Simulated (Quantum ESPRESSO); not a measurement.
**Collinear magnetic orders of NiSO4 with Quantum ESPRESSO**

Wanted: the moments of NiSO4 and the energy of each order that was tried.

Program: Quantum ESPRESSO 7.5. Level of theory: LDA; plane waves with GBRV 1.5 LDA potentials, no spin-orbit coupling. Results are calculated unless marked as measured.

## 1. The structure

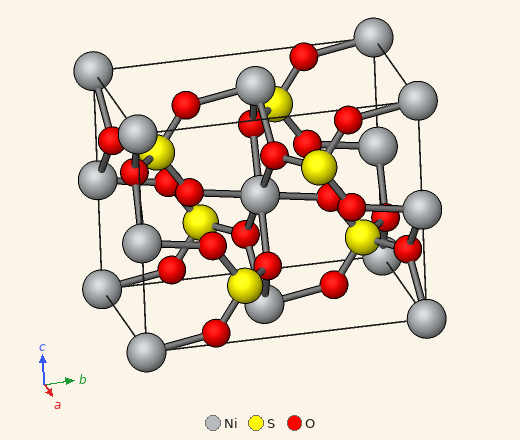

The starting structure, seen slightly off an axis (nickel light grey, sulfur yellow, oxygen red). This picture shows the conventional cell, with its axes. Some periodic images of atoms are drawn too.

The cell comes from the Crystallography Open Database.

## 2. Start 1: ferro ++

The signs are those of the starting moments on the seeded atoms, the atoms that are given a moment.

File pw.in:

```
&CONTROL
  calculation = 'scf'
  prefix = 'pwscf'
  outdir = './tmp'
  pseudo_dir = './pseudo'
  disk_io = 'nowf'
/
&SYSTEM
  ibrav = 0
  nat = 12
  ntyp = 3
  ecutwfc = 40
  ecutrho = 280
  nbnd = 65
  occupations = 'smearing'
  smearing = 'fd'
  degauss = 0.00367493
  nspin = 2
  starting_magnetization(1) = 0.1111
  starting_magnetization(2) = 0
  starting_magnetization(3) = 0
/
&ELECTRONS
  conv_thr = 2.4d-08
  electron_maxstep = 150
  mixing_beta = 0.3
/
ATOMIC_SPECIES
Ni     58.6934 ni_lda_v1.4.uspp.F.UPF
S      32.0600 s_lda_v1.4.uspp.F.UPF
O      15.9990 o_lda_v1.2.uspp.F.UPF
CELL_PARAMETERS angstrom
   2.5775000000   -3.9210000000    0.0000000000
   2.5775000000    3.9210000000    0.0000000000
   0.0000000000    0.0000000000    6.3380000000
ATOMIC_POSITIONS crystal
Ni      0.0000000000    0.0000000000    0.0000000000
Ni      0.0000000000    0.0000000000    0.5000000000
S       0.6400000000    0.3600000000    0.2500000000
S       0.3600000000    0.6400000000    0.7500000000
O       0.7500000000    0.2500000000    0.0500000000
O       0.2500000000    0.7500000000    0.5500000000
O       0.2500000000    0.7500000000    0.9500000000
O       0.7500000000    0.2500000000    0.4500000000
O       0.7700000000    0.7300000000    0.2500000000
O       0.2300000000    0.2700000000    0.7500000000
O       0.7300000000    0.7700000000    0.7500000000
O       0.2700000000    0.2300000000    0.2500000000
K_POINTS automatic
6 6 6 0 0 0
```

Launch:

```bash
> OMP_NUM_THREADS=1 mpirun -n 4 pw.x -nk 4 -in pw.in > pw.out
```

The program printed:

```text
Program PWSCF v.7.5 starts

     Message from routine setup:
     using ibrav=0 with symmetry is DISCOURAGED, use correct ibrav instead

     K-points division:     npool     =       4
     Subspace diagonalization in iterative solution of the eigenvalue problem:

     G-vector sticks info
     --------------------
     sticks:   dense  smooth     PW     G-vecs:    dense   smooth      PW
     Sum        1607     911    279                68401    29479    5077

     Using Slab Decomposition

     bravais-lattice index     =            0
     lattice parameter (alat)  =       8.8672  a.u.
     unit-cell volume          =     864.5186 (a.u.)^3
     number of atoms/cell      =           12
     number of atomic types    =            3
     number of electrons       =        96.00
     number of Kohn-Sham states=           65
     kinetic-energy cutoff     =      40.0000  Ry
     charge density cutoff     =     280.0000  Ry
     scf convergence threshold =      2.4E-08
     mixing beta               =       0.3000
     number of iterations used =            8  plain     mixing
     Exchange-correlation= SLA  PZ   NOGX NOGC
                           (   1   1   0   0   0   0   0)

     celldm(1)=   8.867176  celldm(2)=   0.000000  celldm(3)=   0.000000
     celldm(4)=   0.000000  celldm(5)=   0.000000  celldm(6)=   0.000000

     crystal axes: (cart. coord. in units of alat)
               a(1) = (   0.549303  -0.835623   0.000000 )
               a(2) = (   0.549303   0.835623   0.000000 )
               a(3) = (   0.000000   0.000000   1.350721 )

     reciprocal axes: (cart. coord. in units 2 pi/alat)
               b(1) = (  0.910244 -0.598356  0.000000 )
               b(2) = (  0.910244  0.598356 -0.000000 )
               b(3) = ( -0.000000  0.000000  0.740345 )

     PseudoPot. # 1 for Ni read from file:
     ni_lda_v1.4.uspp.F.UPF
     Pseudo is Ultrasoft + core correction, Zval = 18.0
     Generated by new atomic code, or converted to UPF format
     Using radial grid of  865 points,  6 beta functions with:
                l(1) =   0
                l(2) =   0
                l(3) =   1
                l(4) =   1
                l(5) =   2
                l(6) =   2
     Q(r) pseudized with 10 coefficients,  rinner =    0.980   0.980   0.980
                                                       0.980   0.980

     PseudoPot. # 2 for S  read from file:
     s_lda_v1.4.uspp.F.UPF
     Pseudo is Ultrasoft + core correction, Zval =  6.0
     Generated by new atomic code, or converted to UPF format
     Using radial grid of  907 points,  6 beta functions with:
                l(1) =   0
                l(2) =   0
                l(3) =   1
                l(4) =   1
                l(5) =   2
                l(6) =   2
     Q(r) pseudized with  8 coefficients,  rinner =    1.300   1.300   1.300
                                                       1.300   1.300

     PseudoPot. # 3 for O  read from file:
     o_lda_v1.2.uspp.F.UPF
     Pseudo is Ultrasoft + core correction, Zval =  6.0
     Generated by new atomic code, or converted to UPF format
     Using radial grid of  737 points,  5 beta functions with:
                l(1) =   0
                l(2) =   0
                l(3) =   1
                l(4) =   1
                l(5) =   2
     Q(r) pseudized with  8 coefficients,  rinner =    0.900   0.900   0.900
                                                       0.900   0.900

     atomic species   valence    mass     pseudopotential
     Ni               18.00    58.69340     Ni( 1.00)
     S                 6.00    32.06000     S ( 1.00)
     O                 6.00    15.99900     O ( 1.00)

     Starting magnetic structure
     atomic species   magnetization
     Ni              0.111
     S               0.000
     O               0.000

      8 Sym. Ops., with inversion, found ( 4 have fractional translation)

   Cartesian axes

     site n.     atom                  positions (alat units)
         1        Ni     tau(   1) = (   0.0000000   0.0000000   0.0000000  )
         2        Ni     tau(   2) = (   0.0000000   0.0000000   0.6753607  )
         3        S      tau(   3) = (   0.5493033  -0.2339744   0.3376804  )
         4        S      tau(   4) = (   0.5493033   0.2339744   1.0130411  )
         5        O      tau(   5) = (   0.5493033  -0.4178115   0.0675361  )
         6        O      tau(   6) = (   0.5493033   0.4178115   0.7428968  )
         7        O      tau(   7) = (   0.5493033   0.4178115   1.2831854  )
         8        O      tau(   8) = (   0.5493033  -0.4178115   0.6078246  )
         9        O      tau(   9) = (   0.8239550  -0.0334249   0.3376804  )
        10        O      tau(  10) = (   0.2746517   0.0334249   1.0130411  )
        11        O      tau(  11) = (   0.8239550   0.0334249   1.0130411  )
        12        O      tau(  12) = (   0.2746517  -0.0334249   0.3376804  )

     number of k points=    52  Fermi-Dirac smearing, width (Ry)=  0.0037
                       cart. coord. in units 2pi/alat
        k(    1) = (   0.0000000   0.0000000   0.0000000), wk =   0.0046296
        k(    2) = (   0.0000000   0.0000000   0.1233908), wk =   0.0092593
        k(    3) = (   0.0000000   0.0000000   0.2467817), wk =   0.0092593
        k(    4) = (   0.0000000   0.0000000  -0.3701725), wk =   0.0046296
        k(    5) = (   0.1517073   0.0997260   0.0000000), wk =   0.0185185
        [... 47 further k-points ...]

     Dense  grid:    68401 G-vectors     FFT dimensions: (  48,  48,  64)

     Smooth grid:    29479 G-vectors     FFT dimensions: (  36,  36,  50)

     Check: negative core charge=   -0.000007
     Generating pointlists ...
     new r_m :   0.1746 (alat units)  1.5481 (a.u.) for type    1
     new r_m :   0.1348 (alat units)  1.1952 (a.u.) for type    2
     new r_m :   0.1348 (alat units)  1.1952 (a.u.) for type    3

     Initial potential from superposition of free atoms

     starting charge      91.9999, renormalised to      96.0000
     Starting wfcs are   66 randomized atomic wfcs

     Self-consistent Calculation

     iteration #  1     ecut=    40.00 Ry     beta= 0.30
     Davidson diagonalization with overlap
     ethr =  1.00E-02,  avg # of iterations =  5.0

     total energy              =    -988.54684359 Ry
     estimated scf accuracy    <      14.01489906 Ry

     total magnetization       =     3.64 Bohr mag/cell
     absolute magnetization    =     3.92 Bohr mag/cell

     iteration #  2     ecut=    40.00 Ry     beta= 0.30
     Davidson diagonalization with overlap
     ethr =  1.00E-02,  avg # of iterations =  2.9

     total energy              =    -991.21477872 Ry
     estimated scf accuracy    <      12.27482895 Ry

     total magnetization       =     0.29 Bohr mag/cell
     absolute magnetization    =     0.47 Bohr mag/cell

     iteration #  3     ecut=    40.00 Ry     beta= 0.30
     Davidson diagonalization with overlap
     ethr =  1.00E-02,  avg # of iterations =  2.0

     total energy              =    -992.55129599 Ry
     estimated scf accuracy    <       0.37895157 Ry

     total magnetization       =     3.89 Bohr mag/cell
     absolute magnetization    =     3.94 Bohr mag/cell

     [... further iterations left out ...]

     iteration # 10     ecut=    40.00 Ry     beta= 0.30
     Davidson diagonalization with overlap
     ethr =  3.02E-08,  avg # of iterations =  2.2

     total energy              =    -992.59747165 Ry
     estimated scf accuracy    <       0.00000293 Ry

     total magnetization       =     3.99 Bohr mag/cell
     absolute magnetization    =     4.10 Bohr mag/cell

     iteration # 11     ecut=    40.00 Ry     beta= 0.30
     Davidson diagonalization with overlap
     ethr =  3.05E-09,  avg # of iterations =  4.1

     total energy              =    -992.59747280 Ry
     estimated scf accuracy    <       0.00000049 Ry

     total magnetization       =     3.99 Bohr mag/cell
     absolute magnetization    =     4.10 Bohr mag/cell

     iteration # 12     ecut=    40.00 Ry     beta= 0.30
     Davidson diagonalization with overlap
     ethr =  5.12E-10,  avg # of iterations =  2.1

     total energy              =    -992.59747301 Ry
     estimated scf accuracy    <       0.00000005 Ry

     total magnetization       =     3.99 Bohr mag/cell
     absolute magnetization    =     4.10 Bohr mag/cell

     iteration # 13     ecut=    40.00 Ry     beta= 0.30
     Davidson diagonalization with overlap
     ethr =  5.63E-11,  avg # of iterations =  2.3

     Magnetic moment per site  (integrated on atomic sphere of radius R)
     atom   1 (R=0.175)  charge= 15.3964  magn=  1.5499
     atom   2 (R=0.175)  charge= 15.3964  magn=  1.5499
     atom   3 (R=0.135)  charge=  1.3771  magn=  0.0126
     atom   4 (R=0.135)  charge=  1.3771  magn=  0.0126
     atom   5 (R=0.135)  charge=  4.1865  magn=  0.0471
     atom   6 (R=0.135)  charge=  4.1865  magn=  0.0471
     atom   7 (R=0.135)  charge=  4.1865  magn=  0.0471
     atom   8 (R=0.135)  charge=  4.1865  magn=  0.0471
     atom   9 (R=0.135)  charge=  4.1643  magn=  0.1021
     atom  10 (R=0.135)  charge=  4.1643  magn=  0.1021
     atom  11 (R=0.135)  charge=  4.1643  magn=  0.1021
     atom  12 (R=0.135)  charge=  4.1643  magn=  0.1021

     End of self-consistent calculation

     Number of k-points >= 100: set verbosity='high' to print the bands.

     the Fermi energy is     7.3382 ev

!    total energy              =    -992.59747314 Ry
     estimated scf accuracy    <       0.00000002 Ry
     smearing contrib. (-TS)   =      -0.00029499 Ry
     internal energy E=F+TS    =    -992.59717815 Ry

     The total energy is F=E-TS. E is the sum of the following terms:
     one-electron contribution =    -701.28887251 Ry
     hartree contribution      =     397.65768601 Ry
     xc contribution           =    -144.46431753 Ry
     ewald contribution        =    -544.50167412 Ry

     total magnetization       =     3.99 Bohr mag/cell
     absolute magnetization    =     4.10 Bohr mag/cell

     convergence has been achieved in  13 iterations

=------------------------------------------------------------------------------=
   JOB DONE.
=------------------------------------------------------------------------------=
```

Wall time 2.5 min (4 MPI ranks of Arm Neoverse V2, shared host); peak memory 0.9 GiB; 10 min of CPU time.

Spin moment in the atom's sphere by atom:

```tsv
atom	spin moment in the atom's sphere (μB)
Ni1	1.55
Ni2	1.55
S3	0.01
S4	0.01
O5	0.05
O6	0.05
O7	0.05
O8	0.05
O9	0.10
O10	0.10
O11	0.10
O12	0.10
```

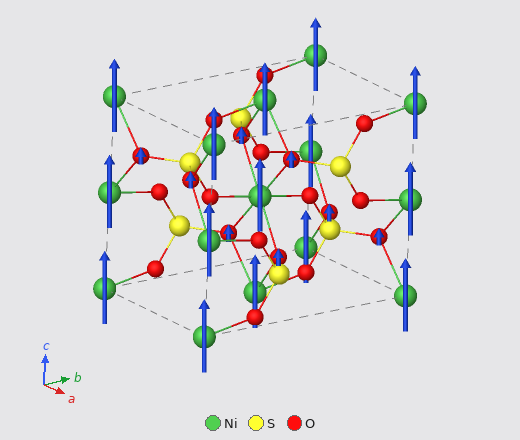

Spin moment in the atom's sphere as arrows, the longest 1.55 μB. Up and down stand for the sign. Arrows give size and sign along the axis of quantisation, drawn up and down the page. Each arrow also spans its atom, so small moments look longer than they are. Some periodic images of atoms are drawn too.

Read from the output:

| Quantity | Value |
| --- | --- |
| smearing term TS | 0.004014 eV |
| magnetization | 3.991 μB |
| absolute magnetization | 4.105 μB |
| final state | ferromagnetic |

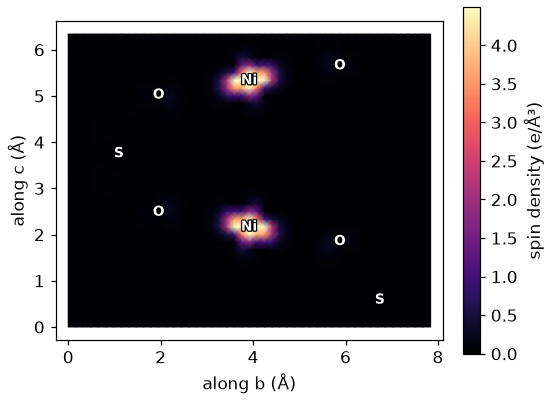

Spin density in the bc plane of the conventional cell at fractional x = 0.000, with atoms of Ni and S and O within 0.2 Å of it. The map starts off the cell's origin, so that atoms lie inside it.

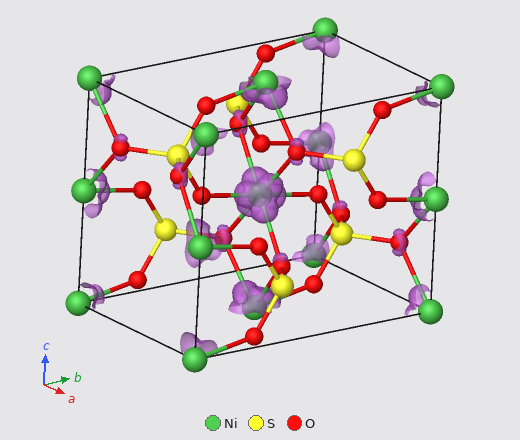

Surface of spin density = 0.23 e/Å³, which holds about 70 % of the integral of its size.

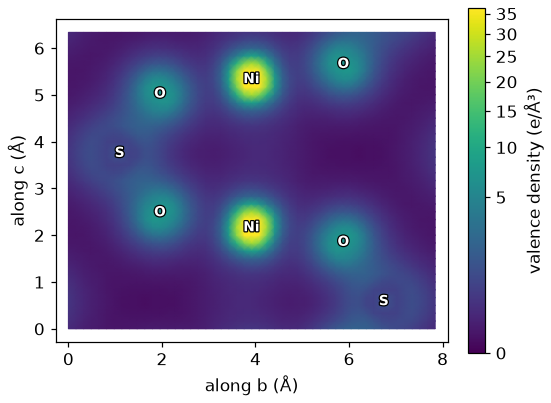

Valence density in the bc plane of the conventional cell at fractional x = 0.000, with atoms of Ni and S and O within 0.2 Å of it. It is the smooth field of the valence electrons, not physical close to the nuclei. The map starts off the cell's origin, so that atoms lie inside it. The colour scale is stretched toward low values.

(Part 1 of 2 ends here.)

[Logs and program files are shortened in this print: banners, set-up blocks, solver, clock and traceback lines can be left out without a mark of their own.]

[Logs are printed without paths, hosts, clocks, repeated set-up lines and the standing remarks that a program may print on its own settings, such as how far it seeks lower states.]

[Hosts, paths, dates, database ids (printed as entryN), source tags and the programs' standing remarks are cut or masked in the printed files.]

[Where a cell is said to come from a database of computed structures, the database is the Materials Project.]
